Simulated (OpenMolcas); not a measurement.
# Re³⁺ among point charges: CASSCF and CASPT2 levels and susceptibility

Aim: the splitting of the states of Re³⁺ in the field of 2 point charges, its lowest levels with spin-orbit coupling and its magnetic susceptibility.

The numbers are computed with OpenMolcas 26.06 (state-averaged CASSCF and CASPT2, spin-orbit coupling by RASSI with atomic mean-field integrals), except any that are marked as measured or tabulated.

### 1 The system

* Species: Re³⁺ (rhenium, Z = 75, 72 electrons)
* Basis: ANO-RCC-VTZP [8s7p5d3f2g1h], 104 functions
* Scalar Hamiltonian: DKH2, point nucleus
* Inactive shells: 1s 2s 2p 3s 3p 3d 4s 4p 4d 4f 5s 5p
* Active space: 4 electrons in 5 orbitals (5d)
* Some configurations of this space: 5d⁴
* Orbitals: optimised for each spin and parity, averaged over all roots

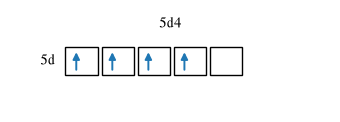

Occupation of the outer shells (arrows by Hund's rule).

The ion sits among 2 point charges of -2 e arranged as a linear pair (D∞h), 2.23 Å from the ion.

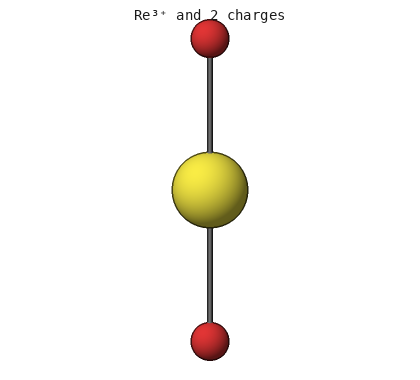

The ion and the point charges (red).

Each step is its own input file, run in one work folder so that later steps find the files of earlier ones. Labels, J, g values, rates, χT and fits are worked out afterwards by a script from the matrices that RASSI stores. The input lists half of the charges; inversion (Group=XYZ) makes the rest.

### 2 One- and two-electron integrals

The input, a.inp:

```
&GATEWAY
Coord
1

Re 0.0 0.0 0.0
Basis=ANO-RCC-VTZP
Group=XYZ
NoMove
AngMom=0.0 0.0 0.0
AMFI
XField
1 Angstrom 0
0.000000 0.000000 2.230000 -2.000000
&SEWARD
```

Started as:

```console
$ OMP_NUM_THREADS=1 MOLCAS_MEM=1689 MOLCAS_PROJECT=a pymolcas a.inp > a.log
```

### 3 CASSCF: quintets of even parity, 5 roots

The input, a.inp:

```
&RASSCF
FileOrb=start.orb
Symmetry=1
Spin=5
nActEl=4 0 0
Inactive=15 19
Ras2=5 0
CIRoot=5 5 1
SDav=5
CIMx=300
Iter=120 100
PrWF=0.3
OrbListing=Nothing
MaxOrb=0
>>> COPY $Project.JobIph JOB001
```

start.orb holds the contracted functions of the basis, ordered by shell, or the orbitals of the step before.

### 4 Reference wave functions, triplets of even parity, 45 roots

The input, a.inp:

```
&RASSCF
FileOrb=start.orb
Symmetry=1
Spin=3
nActEl=4 0 0
Inactive=15 19
Ras2=5 0
CIRoot=45 45 1
SDav=45
CIMx=300
Iter=120 100
PrWF=0.3
OrbListing=Nothing
MaxOrb=0
>>> COPY $Project.JobIph JOB002
```

### 5 Reference wave functions, singlets of even parity, 50 roots

The input, a.inp:

```
&RASSCF
FileOrb=start.orb
Symmetry=1
Spin=1
nActEl=4 0 0
Inactive=15 19
Ras2=5 0
CIRoot=50 50 1
SDav=50
CIMx=300
Iter=120 100
PrWF=0.3
OrbListing=Nothing
MaxOrb=0
>>> COPY $Project.JobIph JOB003
```

### 6 RASSI: spin-orbit coupling between the states

The input, a.inp:

```
&RASSI
NrOfJobIphs=3 5 45 50
1 2 3 4 5
1 2 3 4 5 6 7 8 9 10 11 12 13 14 15 16 17 18 19 20 21 22 23 24 25 26 27
28 29 30 31 32 33 34 35 36 37 38 39 40 41 42 43 44 45
1 2 3 4 5 6 7 8 9 10 11 12 13 14 15 16 17 18 19 20 21 22 23 24 25 26 27
28 29 30 31 32 33 34 35 36 37 38 39 40 41 42 43 44 45 46 47 48 49 50
IphNames
JOB001
JOB002
JOB003
EJob
SpinOrbit
DIPRint=1.0
SOCoupling=1000.0
Subsets=2
Property=9
'ANGMOM' 1 'ANGMOM' 2 'ANGMOM' 3 'MLTPL  1' 1 'MLTPL  1' 2 'MLTPL  1' 3
'AMFI' 1 'AMFI' 2 'AMFI' 3
SOProperty=3
'ANGMOM' 1 'ANGMOM' 2 'ANGMOM' 3
```

### 7 CASPT2: IPEA 0.25, imaginary shift 0.1 (closed shells correlated: 5s 5p)

The input, a.inp:

```
>>> COPY JOB001 $Project.JobIph
&CASPT2
Multistate=5 1 2 3 4 5
NoMult
Frozen=14 16
IPEA=0.25
Imaginary=0.1
MaxIter=60
WThr=0.0 0.3 0.05
PrWF=0.5
NoMix
>>> COPY JOB002 $Project.JobIph
&CASPT2
Multistate=45 1 2 3 4 5 6 7 8 9 10 11 12 13 14 15 16 17 18 19 20 21 22
23 24 25 26 27 28 29 30 31 32 33 34 35 36 37 38 39 40 41 42 43 44 45
NoMult
Frozen=14 16
IPEA=0.25
Imaginary=0.1
MaxIter=60
WThr=0.0 0.3 0.05
PrWF=0.5
NoMix
>>> COPY JOB003 $Project.JobIph
&CASPT2
Multistate=50 1 2 3 4 5 6 7 8 9 10 11 12 13 14 15 16 17 18 19 20 21 22
23 24 25 26 27 28 29 30 31 32 33 34 35 36 37 38 39 40 41 42 43 44 45 46
47 48 49 50
NoMult
Frozen=14 16
IPEA=0.25
Imaginary=0.1
MaxIter=60
WThr=0.0 0.3 0.05
PrWF=0.5
NoMix
```

(Steps that only read results are left out.)

What does the calculation give? Wanted: spin-free ground state; first state of the same spin within the active space; lowest level; next level.

**Answer**, as computed:

```
                                            quantity                                                                        value
                                              method  SS-CASPT2, IPEA 0.25, imaginary shift 0.1 (closed shells correlated: 5s 5p)
                              spin-free ground state                                           5Sigma, 1-fold in its orbital part
first state of the same spin within the active space                                                              5Pi at 800 cm⁻¹
                                        lowest level                                                                       1-fold
                                          next level                                                                  1523.4 cm⁻¹
                                         χT at 300 K                                                               0.25 cm³ K/mol
                           effective moment at 300 K                                                                      1.42 μB
```

Cost by method:

```
                                              method  time of its own steps  time with the reference
                                           A. CASSCF                   23 s                     23 s
B. SS-CASPT2, IPEA 0.25, imaginary shift 0.1, +5s 5p                   28 s                     51 s
```

Times are of one thread on a shared host.

The spin-free ground state (5Sigma) comes to 100 % from free-ion D terms and keeps the highest spin of the shell. χT at 300 K is 0.25, against 3.01 cm³ K/mol for the spin alone, so spin-orbit coupling lowers it. An active space of the d shell alone favours high spin; real ions in strong fields can be low spin. CASPT2 does not keep the components of a term degenerate, and the means are used. The field of point charges can differ much from that of real complexes. With metal d orbitals alone active, the gaps between spin states are rough; where two lie within a few thousand cm-1, their order is open. This is an electrostatic model: the charges have no orbitals.
